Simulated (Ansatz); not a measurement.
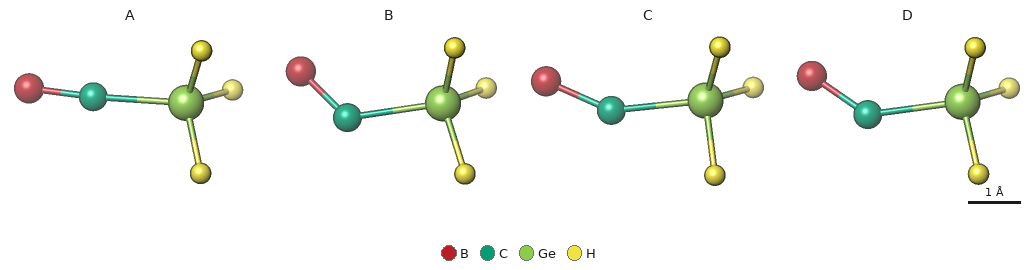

4 geometries from one relaxation of CH$_{3}$BGe, in shuffled order. A ball-and-stick model, seen at a tilt.

All numbers below come from RKS PBE0-D4/def2-TZVP (Ansatz). Set-up: force threshold 0.005 eV/Å; at most 200 steps.

Question: Put them in the order of the run, from the start to the converged end.

Answer: A, C, D, B. They are steps 0, 2, 5, 10, at +44.3 kJ/mol, +13.1 kJ/mol, +2.03 kJ/mol relative to the last. The atom that moves furthest after the best rigid fit is the C atom (0.44 Å). By element the largest moves are C 0.44 Å, B 0.42 Å, H 0.14 Å, Ge 0.04 Å. Some distances before and after: B–C 1.303 → 1.382 Å, Ge–H 1.499 → 1.545 Å, C–Ge 1.886 → 1.919 Å. Bond angles that change, for instance: B–C–Ge 176.2° → 128.3°, C–Ge–H 109.8° → 102.4°, C–Ge–H 110.1° → 112.8°. Over 9 accepted moves (10 points after the start) the energy falls by 44.3 kJ/mol. Largest force component: 1.8 eV/Å at the start, 0.0022 eV/Å at the end. The line search rejected the trial step at point 4 of the run.
